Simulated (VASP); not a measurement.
# A VASP study of BeAu (LDA): structure first, properties next, part 2 of 5

Aim: relax BeAu, then compute properties on the relaxed cell. The start is a cell from a database of measured crystal structures.

VASP 6.6.1; LDA; plane waves and PAW (Be, Au).

Still holding for the runs below: The k-mesh is coarse for a metal.

So far. Step 2 (Full relaxation (LDA)): It ends with a largest force of 0.004 eV/Å and a pressure of -0.07 GPa. The volume lies -2.7 % from that of the database's start, which holds the thermal and zero-point expansion of its experiment. The relaxed cell has a = 4.626 Å (conventional setting).

The database entry behind the starting cell is an old determination (1947), so it need not match the best structure at ambient conditions.

### Step 3. Second relaxation

A relaxation keeps the plane waves of the cell it began with, so it is repeated from the new cell, on a basis made for it.

Contents of INCAR:

```
SYSTEM = BeAu
PREC = Accurate
ENCUT = 400
EDIFF = 1E-06
NELM = 100
ISMEAR = 1
SIGMA = 0.2
LREAL = .FALSE.
ALGO = Normal
GGA = CA
NBANDS = 34
LASPH = .TRUE.
LORBIT = 11
LWAVE = .FALSE.
LCHARG = .FALSE.
KPAR = 4
IBRION = 2
NSW = 60
ISIF = 3
EDIFFG = -0.01
```

Contents of POSCAR:

```
BeAu
1.0
    4.6257473036      0.0000000000      0.0000000000
    0.0000000000      4.6257473036      0.0000000000
    0.0000000000      0.0000000000      4.6257473036
Be Au
4 4
Direct
    0.8454358348      0.8454358348      0.8454358348
    0.6545641652      0.1545641652      0.3454358348
    0.3454358348      0.6545641652      0.1545641652
    0.1545641652      0.3454358348      0.6545641652
    0.1529723067      0.1529723067      0.1529723067
    0.3470276933      0.8470276933      0.6529723067
    0.6529723067      0.3470276933      0.8470276933
    0.8470276933      0.6529723067      0.3470276933
```

Contents of KPOINTS:

```
Automatic mesh
0
Gamma
5 5 5
0 0 0
```

Potentials, in the order of the species: Be and Au (LDA family, release 64).

The run is started by

```console
> mpirun -np 4 vasp_std
```

The program printed:

```text
[... set-up lines as in an earlier step ...]
 entering main loop
       N       E                     dE             d eps       ncg     rms          rms(c)
DAV:   1     0.232333874714E+03    0.23233E+03   -0.22047E+04   748   0.117E+03
DAV:   2    -0.333154801960E+02   -0.26565E+03   -0.25639E+03   810   0.265E+02
DAV:   3    -0.417396095127E+02   -0.84241E+01   -0.83188E+01   926   0.444E+01
DAV:   4    -0.418114088050E+02   -0.71799E-01   -0.71680E-01   856   0.426E+00
DAV:   5    -0.418120883354E+02   -0.67953E-03   -0.67911E-03   924   0.421E-01    0.226E+01
DAV:   6    -0.364007020916E+02    0.54114E+01   -0.23321E+01   868   0.321E+01    0.123E+01
DAV:   7    -0.362936234140E+02    0.10708E+00   -0.81616E-01   848   0.562E+00    0.645E+00
DAV:   8    -0.362214127331E+02    0.72211E-01   -0.25137E-02   892   0.795E-01    0.611E-01
DAV:   9    -0.362190801685E+02    0.23326E-02   -0.51599E-03   912   0.501E-01    0.114E-01
DAV:  10    -0.362191269668E+02   -0.46798E-04   -0.22891E-04   854   0.766E-02    0.838E-02
DAV:  11    -0.362191087517E+02    0.18215E-04   -0.24888E-05   912   0.338E-02    0.431E-03
DAV:  12    -0.362191087743E+02   -0.22545E-07   -0.11509E-06   558   0.560E-03
   1 F= -.36219109E+02 E0= -.36215225E+02  d E =-.362191E+02
 curvature:   0.00 expect dE= 0.000E+00 dE for cont linesearch  0.000E+00
 trial: gam= 0.00000 g(F)=  0.479E-05 g(S)=  0.617E-04 ort = 0.000E+00 (trialstep = 0.100E+01)
 search vector abs. value=  0.665E-04
 reached required accuracy - stopping structural energy minimisation
```

Run time: 4.6 s. Hardware: 4 MPI ranks of AMD EPYC 9R45, shared host; peak memory 0.55 GiB.

OUTCAR, selected parts (step 3):

```text
  LATTYP: Found a simple cubic cell.
 ALAT       =     4.6257473036

 Found     11 irreducible k-points:

   ENCUT  =  400.0 eV  29.40 Ry    5.42 a.u.   7.54  7.54  7.54*2*pi/ulx,y,z

   NELECT =      52.0000    total number of electrons

 E-fermi :   9.2147

 k-point     1 :       0.0000    0.0000    0.0000
  band No.  band energies     occupation
    ...
     23       6.8877      2.00000
     24       6.8877      2.00000
     25       8.8734      2.03654
     26       8.8734      2.03654
     27       8.8734      2.03654
     28      13.6775      0.00000
     29      13.6775      0.00000
     30      14.0086      0.00000
     31      14.0086      0.00000
     32      14.0086      0.00000
    ...

 k-point     2 :       0.2000    0.0000    0.0000
  band No.  band energies     occupation
    ...
     22       5.8428      2.00000
     23       6.9452      2.00000
     24       7.5860      2.00000
     25       8.4535      2.00000
     26       8.6854      2.00118
     27      10.5993     -0.00000
     28      12.5054     -0.00000
     29      12.5905     -0.00000
     30      12.8431     -0.00000
     31      13.3805      0.00000
    ...

  Total       -0.0583994     -0.0583994     -0.0583994     -0.0000000      0.0000000      0.0000000
  in kB       -0.9453086     -0.9453086     -0.9453086     -0.0000000      0.0000000      0.0000000
  external PRESSURE =      -0.9453086 kB  Pullay stress =       0.0000000 kB

  energy-cutoff  :      400.00
  volume of cell :       98.98
      direct lattice vectors                 reciprocal lattice vectors
     4.625747304  0.000000000  0.000000000     0.216181286  0.000000000  0.000000000
     0.000000000  4.625747304  0.000000000     0.000000000  0.216181286  0.000000000
     0.000000000  0.000000000  4.625747304     0.000000000  0.000000000  0.216181286

 POSITION                                       TOTAL-FORCE (eV/Angst)
 -----------------------------------------------------------------------------------
      3.91077      3.91077      3.91077        -0.001887     -0.001887     -0.001887
      3.02785      0.71497      1.59790         0.001887      0.001887     -0.001887
      1.59790      3.02785      0.71497        -0.001887      0.001887      0.001887
      0.71497      1.59790      3.02785         0.001887     -0.001887      0.001887
      0.70761      0.70761      0.70761         0.002169      0.002169      0.002169
      1.60526      3.91814      3.02048        -0.002169     -0.002169      0.002169
      3.02048      1.60526      3.91814         0.002169     -0.002169     -0.002169
      3.91814      3.02048      1.60526        -0.002169      0.002169     -0.002169
 -----------------------------------------------------------------------------------
    total drift:                                0.000000      0.000000     -0.000000

  FREE ENERGIE OF THE ION-ELECTRON SYSTEM (eV)
  ---------------------------------------------------
  free  energy   TOTEN  =       -36.2191087743 eV

  energy  without entropy=      -36.2074572056  energy(sigma->0) =      -36.21522492

[... 8 parts as in an earlier step ...]

[... 5 further parts left out ...]
```

CONTCAR:

```
BeAu
   1.00000000000000
     4.6257473035999999    0.0000000000000000    0.0000000000000000
     0.0000000000000000    4.6257473035999999    0.0000000000000000
     0.0000000000000000    0.0000000000000000    4.6257473035999999
  Be              Au
     4     4
Direct
     0.8454358348000000    0.8454358348000000    0.8454358348000000
     0.6545641652000000    0.1545641652000000    0.3454358348000000
     0.3454358348000000    0.6545641652000000    0.1545641652000000
     0.1545641652000000    0.3454358348000000    0.6545641652000000
     0.1529723067000006    0.1529723067000006    0.1529723067000006
     0.3470276932999994    0.8470276932999994    0.6529723067000006
     0.6529723067000006    0.3470276932999994    0.8470276932999994
     0.8470276932999994    0.6529723067000006    0.3470276932999994
```

Little changed from the start: no atom moved by 0.005 Å and no cell edge by 0.1 %.

This step gave:

* pressure: -0.09453 GPa
* SCF cycles over all ionic steps: 12

It ends with a largest force of 0.004 eV/Å and a pressure of -0.09 GPa. The volume moved by under 0.01 %: the run met its threshold at the first step.

### Step 4. Density, ELF and potential (LDA)

The relaxed cell gets a fresh self-consistent run, on a basis set for its own volume, to fix the density and to check the remaining stress.

INCAR: that of step 3 with these lines changed.

```diff
@@ -14,7 +14,5 @@
 LWAVE = .FALSE.
-LCHARG = .FALSE.
-KPAR = 4
-IBRION = 2
-NSW = 60
-ISIF = 3
-EDIFFG = -0.01
+LCHARG = .TRUE.
+ISIF = 2
+LELF = .TRUE.
+LVHAR = .TRUE.
```

POSCAR is that of step 3.

KPOINTS is that of step 3.

The run is started by

```console
> mpirun -np 4 vasp_std
```

The program printed:

```text
[banner, memory and clock lines left out]
running    4 mpi-ranks, on    1 nodes
 distrk:  each k-point on    4 cores,    1 groups
 distr:  one band on    1 cores,    4 groups

 POSCAR found type information on POSCAR BeAu
 POSCAR found :  2 types and       8 ions
 LDA part: xc-table for (Slater(with rela. corr.)+CA(PZ))
 , standard interpolation
|                                                                             |
|           W    W    AA    RRRRR   N    N  II  N    N   GGGG   !!!           |
|           W    W   A  A   R    R  NN   N  II  NN   N  G    G  !!!           |
|           W    W  A    A  R    R  N N  N  II  N N  N  G       !!!           |
|           W WW W  AAAAAA  RRRRR   N  N N  II  N  N N  G  GGG   !            |
|           WW  WW  A    A  R   R   N   NN  II  N   NN  G    G                |
|           W    W  A    A  R    R  N    N  II  N    N   GGGG   !!!           |
|                                                                             |
|     The number of bands has been changed from the values supplied in        |
|     The orbitals not found in the WAVECAR file will be initialized with     |
|     random numbers, which is usually adequate. For correlated               |
|     calculations, however, you should redo the groundstate calculation.     |
|     I found NBANDS = 34. Now, NBANDS = 36.                                  |
|                                                                             |

 POSCAR, INCAR and KPOINTS ok, starting setup
 FFT: planning ... GRIDC
 FFT: planning ... GRID_SOFT
 FFT: planning ... GRID
 WAVECAR not read
 entering main loop
       N       E                     dE             d eps       ncg     rms          rms(c)
DAV:   1     0.228435054678E+03    0.22844E+03   -0.21734E+04   792   0.110E+03
DAV:   2    -0.331309186954E+02   -0.26157E+03   -0.25121E+03   848   0.254E+02
DAV:   3    -0.417417674197E+02   -0.86108E+01   -0.84869E+01   956   0.431E+01
DAV:   4    -0.418115737824E+02   -0.69806E-01   -0.69707E-01   940   0.397E+00
DAV:   5    -0.418120929228E+02   -0.51914E-03   -0.51907E-03   916   0.375E-01    0.226E+01
DAV:   6    -0.364066621667E+02    0.54054E+01   -0.20085E+01   896   0.303E+01    0.123E+01
DAV:   7    -0.362938016457E+02    0.11286E+00   -0.75177E-01   884   0.525E+00    0.642E+00
DAV:   8    -0.362214672445E+02    0.72334E-01   -0.22691E-02   916   0.713E-01    0.670E-01
DAV:   9    -0.362190779874E+02    0.23893E-02   -0.41499E-03   928   0.454E-01    0.109E-01
DAV:  10    -0.362191239514E+02   -0.45964E-04   -0.20244E-04   916   0.687E-02    0.783E-02
DAV:  11    -0.362191087754E+02    0.15176E-04   -0.18713E-05   936   0.293E-02    0.415E-03
DAV:  12    -0.362191087736E+02    0.18308E-08   -0.10509E-06   544   0.510E-03
   1 F= -.36219109E+02 E0= -.36215225E+02  d E =-.116516E-01
```

Elapsed: 4.8 s, on 4 MPI ranks; peak memory 0.42 GiB.

OUTCAR, selected parts (step 4):

```text
 Found     11 irreducible k-points:

   k-points           NKPTS =     11   k-points in BZ     NKDIM =     11   number of bands    NBANDS=     36

   NELECT =      52.0000    total number of electrons

 E-fermi :   9.2147

  Total       -0.0587030     -0.0587030     -0.0587030      0.0000000      0.0000000      0.0000000
  in kB       -0.9502214     -0.9502214     -0.9502214      0.0000000      0.0000000      0.0000000
  external PRESSURE =      -0.9502214 kB  Pullay stress =       0.0000000 kB

 POSITION                                       TOTAL-FORCE (eV/Angst)
 -----------------------------------------------------------------------------------
      3.91077      3.91077      3.91077        -0.001887     -0.001887     -0.001887
      3.02785      0.71497      1.59790         0.001887      0.001887     -0.001887
      1.59790      3.02785      0.71497        -0.001887      0.001887      0.001887
      0.71497      1.59790      3.02785         0.001887     -0.001887      0.001887
      0.70761      0.70761      0.70761         0.002167      0.002167      0.002167
      1.60526      3.91814      3.02048        -0.002167     -0.002167      0.002167
      3.02048      1.60526      3.91814         0.002167     -0.002167     -0.002167
      3.91814      3.02048      1.60526        -0.002167      0.002167     -0.002167
 -----------------------------------------------------------------------------------
    total drift:                                0.000000      0.000000     -0.000000

  FREE ENERGIE OF THE ION-ELECTRON SYSTEM (eV)
  ---------------------------------------------------
  free  energy   TOTEN  =       -36.2191087736 eV

  energy  without entropy=      -36.2074571696  energy(sigma->0) =      -36.21522491

[... 16 parts as in an earlier step ...]
```

This step gave:

```
SCF cycles : 12
bands      : 36
pressure   : -0.09502 GPa
```

Valence electrons inside each PAW sphere by angular momentum. Sphere charges, by row:

| atom | s (e) | p (e) | d (e) | tot (e) |
| --- | --- | --- | --- | --- |
| Be1 | 0.366 | 0.567 | 0 | 0.932 |
| Be2 | 0.366 | 0.567 | 0 | 0.932 |
| Be3 | 0.366 | 0.567 | 0 | 0.932 |
| Be4 | 0.366 | 0.567 | 0 | 0.932 |
| Au5 | 0.663 | 0.593 | 8.641 | 9.896 |
| Au6 | 0.663 | 0.593 | 8.641 | 9.896 |
| Au7 | 0.663 | 0.593 | 8.641 | 9.896 |
| Au8 | 0.663 | 0.593 | 8.641 | 9.896 |

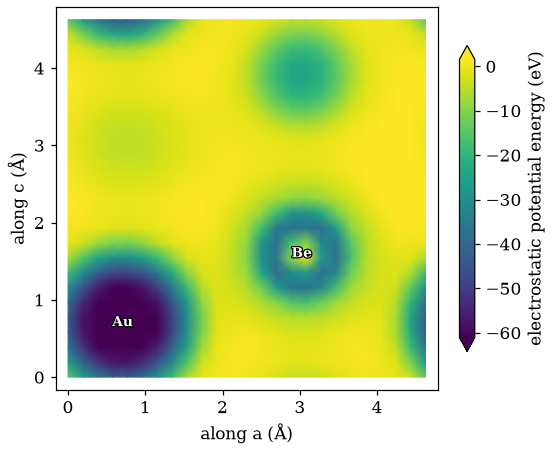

Electrostatic potential energy in the ac plane at fractional y = 0.153, with atoms of Be and Au within 0.2 Å of it. With pseudopotentials it is smooth inside the atoms' cores, unlike the true potential.

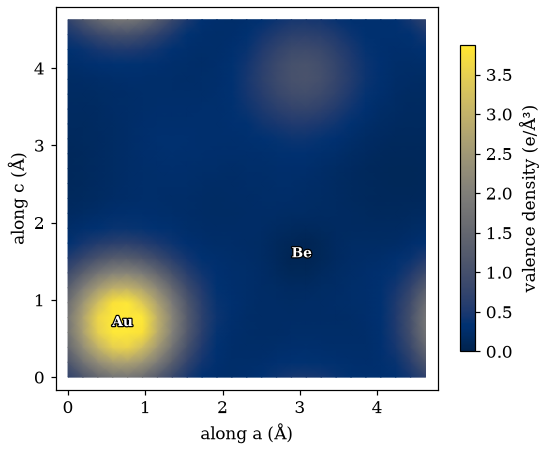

Valence density in the ac plane at fractional y = 0.153, with atoms of Be and Au within 0.2 Å of it. It is the smooth field of the valence electrons, not physical close to the nuclei.

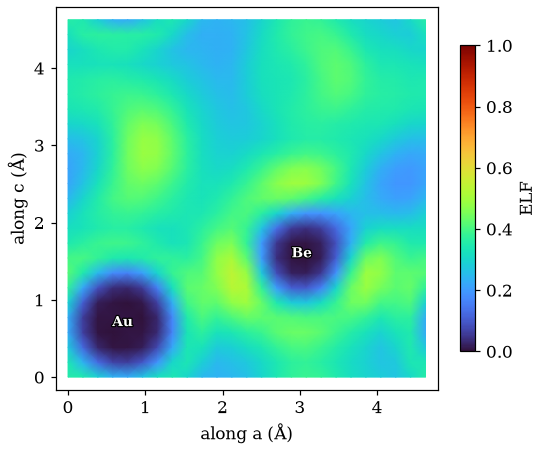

ELF in the ac plane at fractional y = 0.153, with atoms of Be and Au within 0.2 Å of it. It is the smooth field of the valence electrons, not physical close to the nuclei.

In this run the pressure is -0.10 GPa, small enough to go on.

### Step 5. Bands along the symmetry lines (LDA)

The mesh alone shows little of the dispersion and can miss band extrema, so KPOINTS_OPT adds a path through the symmetry points after the self-consistent cycle.

Contents of INCAR:

```
SYSTEM = BeAu
PREC = Accurate
ENCUT = 400
EDIFF = 1E-06
NELM = 100
ISMEAR = 1
SIGMA = 0.2
LREAL = .FALSE.
ALGO = Normal
GGA = CA
NBANDS = 46
LASPH = .TRUE.
LORBIT = 11
LWAVE = .FALSE.
LCHARG = .FALSE.
KPAR = 4
```

POSCAR is that of step 4.

KPOINTS is that of step 4.

Contents of KPOINTS_OPT:

```
Line mode
12
Line-mode
Reciprocal
  0.00000000   0.00000000   0.00000000 GAMMA
  0.00000000   0.50000000   0.00000000 X

  0.00000000   0.50000000   0.00000000 X
  0.50000000   0.50000000   0.00000000 M

  0.50000000   0.50000000   0.00000000 M
  0.00000000   0.00000000   0.00000000 GAMMA

  0.00000000   0.00000000   0.00000000 GAMMA
  0.50000000   0.50000000   0.50000000 R

  0.50000000   0.50000000   0.50000000 R
  0.00000000   0.50000000   0.00000000 X

  0.50000000   0.50000000   0.00000000 M
  0.50000000   0.50000000   0.50000000 R
```

The run is started by

```console
> mpirun -np 4 vasp_std
```

The program printed:

```text
[... set-up lines as in an earlier step ...]
 entering main loop
       N       E                     dE             d eps       ncg     rms          rms(c)
DAV:   1     0.236493409562E+03    0.23649E+03   -0.20888E+04  1012   0.866E+02
DAV:   2    -0.337166533192E+02   -0.27021E+03   -0.25411E+03  1114   0.224E+02
DAV:   3    -0.417701920028E+02   -0.80535E+01   -0.79645E+01  1210   0.376E+01
DAV:   4    -0.418117368693E+02   -0.41545E-01   -0.41527E-01  1090   0.277E+00
DAV:   5    -0.418120953976E+02   -0.35853E-03   -0.35853E-03  1128   0.277E-01    0.226E+01
DAV:   6    -0.364181426375E+02    0.53940E+01   -0.12481E+01  1054   0.237E+01    0.124E+01
DAV:   7    -0.362935364670E+02    0.12461E+00   -0.61233E-01  1108   0.385E+00    0.641E+00
DAV:   8    -0.362212867169E+02    0.72250E-01   -0.17924E-02  1104   0.530E-01    0.687E-01
DAV:   9    -0.362190779237E+02    0.22088E-02   -0.23122E-03  1154   0.321E-01    0.104E-01
DAV:  10    -0.362191172220E+02   -0.39298E-04   -0.14577E-04  1108   0.481E-02    0.688E-02
DAV:  11    -0.362191088618E+02    0.83603E-05   -0.83850E-06  1124   0.181E-02    0.495E-03
DAV:  12    -0.362191087776E+02    0.84175E-07   -0.85755E-07   644   0.371E-03
   1 F= -.36219109E+02 E0= -.36215225E+02  d E =-.116518E-01
 Start KPOINTS_OPT (optional k-point list driver)
k-point batch [1-11\72]
       N       E                     dE             ncg
DAV:   1     0.530800253618E+04    0.55968E+03     1012
DAV:   2     0.236602504075E+04   -0.29420E+04     1138
DAV:   3     0.228534478425E+04   -0.80680E+02     1166
DAV:   4     0.228481022552E+04   -0.53456E+00     1098
DAV:   5     0.228480352122E+04   -0.67043E-02     1136
DAV:   6     0.228480342122E+04   -0.99999E-04     1126
DAV:   7     0.228480341969E+04   -0.15220E-05      922
DAV:   8     0.228480341958E+04   -0.11051E-06      692
[...]
k-point batch [67-72\72]
       N       E                     dE             ncg
DAV:   1     0.969554570227E+04   -0.60331E+04      552
DAV:   2     0.807496724300E+04   -0.16206E+04      616
DAV:   3     0.803305610721E+04   -0.41911E+02      658
DAV:   4     0.803276680152E+04   -0.28931E+00      622
DAV:   5     0.803276297807E+04   -0.38235E-02      630
DAV:   6     0.803276291859E+04   -0.59481E-04      626
DAV:   7     0.803276291762E+04   -0.97383E-06      548
```

It took 21 s on 4 MPI ranks; peak memory 0.67 GiB; 82 s of CPU time.

Parts of OUTCAR (step 5):

```text
   k-points           NKPTS =     11   k-points in BZ     NKDIM =     11   number of bands    NBANDS=     46

   NELECT =      52.0000    total number of electrons

 E-fermi :   9.2146

 k-point     6 :      -0.2000    0.4000    0.0000
  band No.  band energies     occupation
    ...
     22       5.7117      2.00000
     23       6.2004      2.00000
     24       7.3930      2.00000
     25       8.5422      2.00002
     26       9.1670      1.39062
     27      10.5017     -0.00000
     28      11.0150     -0.00000
     29      12.6427     -0.00000
     30      13.2025     -0.00000
     31      13.7737      0.00000
    ...

  Total       -0.0601897     -0.0601897     -0.0601897     -0.0000000      0.0000000      0.0000000
  in kB       -0.9742870     -0.9742870     -0.9742870     -0.0000000      0.0000000      0.0000000
  external PRESSURE =      -0.9742870 kB  Pullay stress =       0.0000000 kB

 POSITION                                       TOTAL-FORCE (eV/Angst)
 -----------------------------------------------------------------------------------
      3.91077      3.91077      3.91077        -0.001883     -0.001883     -0.001883
      3.02785      0.71497      1.59790         0.001883      0.001883     -0.001883
      1.59790      3.02785      0.71497        -0.001883      0.001883      0.001883
      0.71497      1.59790      3.02785         0.001883     -0.001883      0.001883
      0.70761      0.70761      0.70761         0.002185      0.002185      0.002185
      1.60526      3.91814      3.02048        -0.002185     -0.002185      0.002185
      3.02048      1.60526      3.91814         0.002185     -0.002185     -0.002185
      3.91814      3.02048      1.60526        -0.002185      0.002185     -0.002185
 -----------------------------------------------------------------------------------
    total drift:                                0.000000      0.000000     -0.000000

  FREE ENERGIE OF THE ION-ELECTRON SYSTEM (eV)
  ---------------------------------------------------
  free  energy   TOTEN  =       -36.2191087776 eV

  energy  without entropy=      -36.2074570120  energy(sigma->0) =      -36.21522486

[... 14 parts as in an earlier step ...]

[... 2 further parts left out ...]
```

Spin-orbit coupling is off here; with elements this heavy it splits and shifts levels by tenths of an eV or more.

This step gave:

```
bands    : 46
pressure : -0.09743 GPa
```

Electronic bands along the path, in eV, zero at the Fermi level; # counts the bands kept:

```
    point    #23    #24    #25    #26    #27    #28   #29   #30
        Γ  -2.33  -2.33  -0.34  -0.34  -0.34   4.46  4.46  4.79
        X  -1.87  -1.87  -0.42  -0.42   1.13   1.13  3.07  3.07
        M  -3.54  -3.54   0.32   0.32   1.26   1.26  3.67  3.67
        Γ  -2.33  -2.33  -0.34  -0.34  -0.34   4.46  4.46  4.79
        R  -3.49  -3.49  -1.65  -1.65  -1.65  -1.65  6.98  6.98
        X  -1.87  -1.87  -0.42  -0.42   1.13   1.13  3.07  3.07
jump to M  -3.54  -3.54   0.32   0.32   1.26   1.26  3.67  3.67
        R  -3.49  -3.49  -1.65  -1.65  -1.65  -1.65  6.98  6.98
```

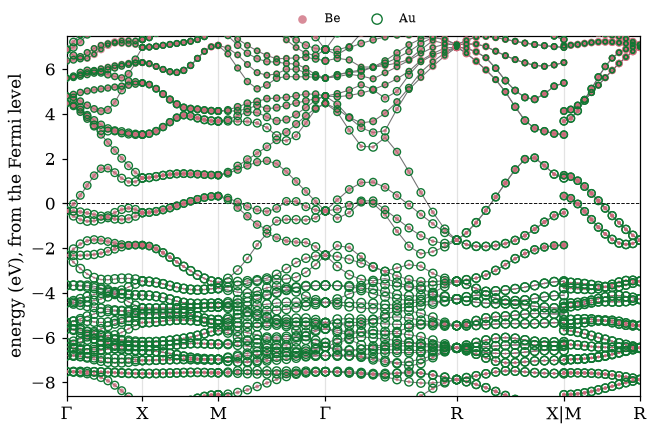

Electronic bands along the path; dots are coloured as in the legend, and their area grows with the weight.

There is no gap at this level.

(Continued in part 3 of 5.)

[Lines on the potential files, build, host, timing and source positions are cut from VASP's logs without a mark.]

[Logs are printed without paths, hosts, clocks, repeated set-up lines and the standing remarks that a program may print on its own settings, such as how far it seeks lower states.]

[Hosts, paths, dates, database ids (printed as entryN), source tags and the programs' standing remarks are cut or masked in the printed files.]

[A measured line is paired with the nearest computed mode of its activity, which favours agreement.]
